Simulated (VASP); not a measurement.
Band structure of BAs (zinc blende). Level of theory: PBE GGA with D3 dispersion (Becke-Johnson damping), VASP's PBE PAW potentials (set 64) (plane waves; VASP).

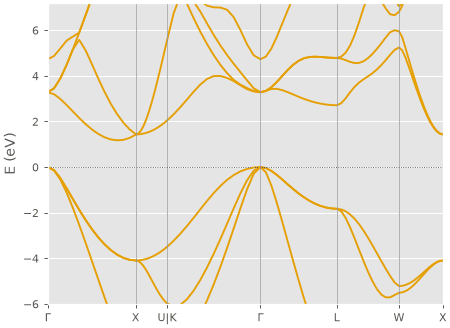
*Bands along high-symmetry lines, zero at the valence-band maximum or, without a gap, the Fermi level*

Problem. Read the plot: is there a gap, and where are the band edges?

Solution. The gap is indirect, 1.17 eV, from the valence maximum at Γ to the conduction minimum at Γ-X at 0.79. (Edges off the drawn lines would not show.)

Measured: gap 1.82 eV (computed value off by -0.65 eV), as given by Wikipedia, List of semiconductor materials.

The compound is BAs in the zinc blende structure. It was relaxed first.
